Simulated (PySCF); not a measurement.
Molecule: SMILES O=[C]OC, doublet. Atoms near the plane z = 1.5 Å, at the CAM-B3LYP/def2-SVP optimised geometry (x, y, z in Å): C1 (-0.8, -0.3, 0.0), O2 (0.6, -0.3, 0.0), C3 (1.2, 0.3, 1.0), O4 (0.7, 0.9, 2.0), H5 (-1.2, 0.8, 0.0), H7 (-1.2, -0.8, 0.9).

Calculation: unrestricted CAM-B3LYP/def2-TZVP in PySCF. The values are rescaled to run from 0 to 1.

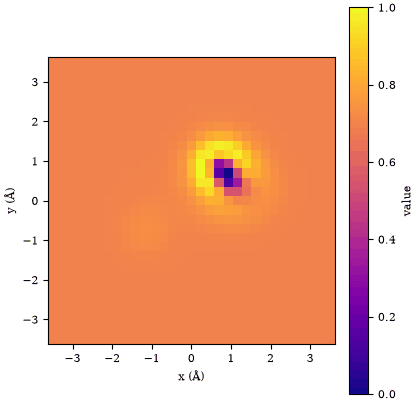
Figure: a field on the plane z = 1.5 Å.

Task: Which quantity is mapped?
A. Laplacian of the electron density
B. spin density
C. deformation density (molecule minus spherical neutral atoms)
D. log10 of the electron density

Result: A, Laplacian of the electron density. In full: Laplacian of the electron density (e/bohr⁵).
